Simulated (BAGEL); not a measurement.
**SiH2S2 (SMILES S[Si]S): HF/3-21G (density fitting with qzvpp-jkfit)**

What is the vertical electron affinity of SiH2S2 at HF/3-21G (density fitting with qzvpp-jkfit)? 

The calculation is run with BAGEL 1.2.2.

## 1. The structure to begin with

SiH2S2 has 5 atoms, charge 0, and is taken as a singlet. SMILES: `S[Si]S`. The coordinates come from a PBE0-D4/def2-TZVP relaxation. This is one conformer, not always the lowest.

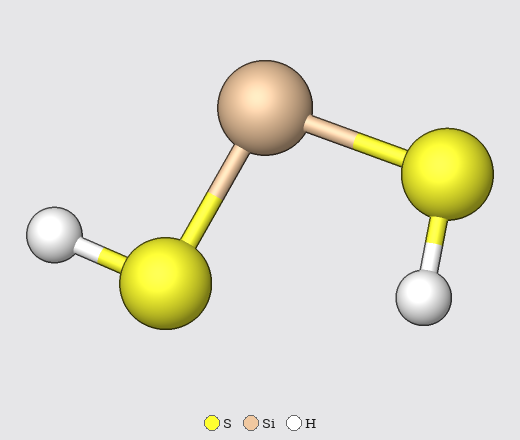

The structure, seen from a chosen angle (sulfur yellow, silicon light orange, hydrogen white).

## 2. A single-point energy at HF/3-21G (density fitting with qzvpp-jkfit)

File job.json:

```json
{ "bagel": [

{
  "title": "molecule",
  "basis": "3-21g",
  "df_basis": "qzvpp-jkfit",
  "angstrom": true,
  "geometry": [
    { "atom": "S", "xyz": [   -0.640700,   -1.023800,   -0.541200 ] },
    { "atom": "Si", "xyz": [   -0.655200,    0.968900,    0.237800 ] },
    { "atom": "S", "xyz": [    1.426500,    1.117300,    0.734200 ] },
    { "atom": "H", "xyz": [   -1.954700,   -1.042200,   -0.825100 ] },
    { "atom": "H", "xyz": [    1.874100,   -0.093900,    0.352900 ] }
  ]
},
{ "title": "hf" },
{ "title": "print", "file": "orbitals.molden", "orbitals": true }

]}
```

Command:

```console
$ BAGEL_NUM_THREADS=1 BAGEL job.json > job.out
```

What it wrote:

```text
* using 1 threads per process

  ===============================================================
  ===============================================================

  *** Geometry ***

  { "atom" : "S", "xyz" : [     -1.210748,     -1.934702,     -1.022720 ] },
  { "atom" : "Si", "xyz" : [     -1.238149,      1.830956,      0.449377 ] },
  { "atom" : "S", "xyz" : [      2.695694,      2.111391,      1.387437 ] },
  { "atom" : "H", "xyz" : [     -3.693848,     -1.969473,     -1.559213 ] },
  { "atom" : "H", "xyz" : [      3.541536,     -0.177445,      0.666884 ] },

  Number of auxiliary basis functions:      420

  Since a DF basis is specified, we compute 2- and 3-index integrals:
    o Being stored without compression. Storage requirement is 0.006 GB

  Number of basis functions:       43
  Number of electrons      :       48

    * METHOD: MOLECULE                             0.10

  *** RHF ***

  === Nuclear Repulsion ===
   175.6983738925

      * DIIS with orbital gradients will be used.

  === RHF iteration (3-21g) ===
      0      -1079.64462162          0.01133751           0.03
      1      -1079.68827165          0.00404663           0.03
      2      -1079.69411903          0.00085348           0.03
      3      -1079.69464205          0.00023962           0.03
      4      -1079.69470740          0.00005884           0.03
      5      -1079.69471048          0.00001989           0.03
      6      -1079.69471073          0.00000676           0.03
      7      -1079.69471076          0.00000151           0.03
      8      -1079.69471077          0.00000031           0.03
      9      -1079.69471077          0.00000011           0.03
     10      -1079.69471077          0.00000003           0.03
     11      -1079.69471077          0.00000001           0.03
     12      -1079.69471077          0.00000000           0.03
    * SCF iteration converged.

    * Permanent dipole moment:
           (    0.765479,     0.153027,     0.221292) a.u.

    * METHOD: HF                                   0.41

    * METHOD: PRINT                                0.00

  ===============================================================
```

Wall time 0.68 s (1 thread of Arm Neoverse V2, shared host); peak memory 0.082 GiB.

## 3. The doublet anion

File input.json:

```json
{ "bagel": [

{
  "title": "molecule",
  "basis": "3-21g",
  "df_basis": "qzvpp-jkfit",
  "angstrom": "true",
  "geometry": [
    { "atom": "S", "xyz": [   -0.640700,   -1.023800,   -0.541200 ] },
    { "atom": "Si", "xyz": [   -0.655200,    0.968900,    0.237800 ] },
    { "atom": "S", "xyz": [    1.426500,    1.117300,    0.734200 ] },
    { "atom": "H", "xyz": [   -1.954700,   -1.042200,   -0.825100 ] },
    { "atom": "H", "xyz": [    1.874100,   -0.093900,    0.352900 ] }
  ]
},
{
  "title": "uhf",
  "charge": -1,
  "nopen": 1
},
{
  "title": "print",
  "file": "orbitals.molden",
  "orbitals": "true"
}

]}
```

Command:

```console
$ BAGEL_NUM_THREADS=1 BAGEL input.json > input.out
```

What it wrote:

```text
* using 1 threads per process

  ===============================================================
  ===============================================================

  *** Geometry ***

  { "atom" : "S", "xyz" : [     -1.210748,     -1.934702,     -1.022720 ] },
  { "atom" : "Si", "xyz" : [     -1.238149,      1.830956,      0.449377 ] },
  { "atom" : "S", "xyz" : [      2.695694,      2.111391,      1.387437 ] },
  { "atom" : "H", "xyz" : [     -3.693848,     -1.969473,     -1.559213 ] },
  { "atom" : "H", "xyz" : [      3.541536,     -0.177445,      0.666884 ] },

  Number of auxiliary basis functions:      420

  Since a DF basis is specified, we compute 2- and 3-index integrals:
    o Being stored without compression. Storage requirement is 0.006 GB

  Number of basis functions:       43
  Number of electrons      :       48

    * METHOD: MOLECULE                             0.11

  *** Open-shell HF ***

  === Nuclear Repulsion ===
   175.6983738925

      * DIIS with orbital gradients will be used.

  === UHF iteration (3-21g) ===
      0      -1079.65935957          0.02208700           0.06
      1      -1079.70363119          0.00522916           0.05
      2      -1079.70755290          0.00180734           0.05
      3      -1079.70811895          0.00054742           0.05
      4      -1079.70828594          0.00011660           0.06
      5      -1079.70830141          0.00002436           0.06
      6      -1079.70830299          0.00000631           0.06
      7      -1079.70830328          0.00000238           0.06
      8      -1079.70830337          0.00000073           0.05
      9      -1079.70830339          0.00000027           0.05
     10      -1079.70830339          0.00000013           0.06
     11      -1079.70830340          0.00000007           0.06
     12      -1079.70830340          0.00000003           0.06
     13      -1079.70830340          0.00000001           0.05
     14      -1079.70830340          0.00000001           0.05
    * SCF iteration converged.

    * S^2 (UHF) is 0.7605

    * Permanent dipole moment:
           (   -0.015298,     0.754708,     0.293079) a.u.

    * METHOD: UHF                                  0.89

    * METHOD: PRINT                                0.00

  ===============================================================
```

Wall time 1.2 s (1 thread of Arm Neoverse V2, shared host); peak memory 0.082 GiB.

## 4. Summary of results

Level: HF/3-21G (density fitting with qzvpp-jkfit).

```
                                         quantity           value
                     singlet SiH2S2: total energy  -1079.69471 Eh
                    singlet SiH2S2: dipole moment          2.06 D
                      singlet SiH2S2: HOMO energy        -9.80 eV
                      singlet SiH2S2: LUMO energy         0.30 eV
                    singlet SiH2S2: HOMO–LUMO gap        10.10 eV
                      doublet anion: total energy  -1079.70830 Eh
                              doublet anion: ⟨S²⟩           0.760
vertical electron affinity (to the doublet anion)        0.370 eV
```

What this shows: At fixed nuclei the extra electron is bound by 0.37 eV (8.5 kcal/mol). The basis has no diffuse functions, so the error can be as large as this value.
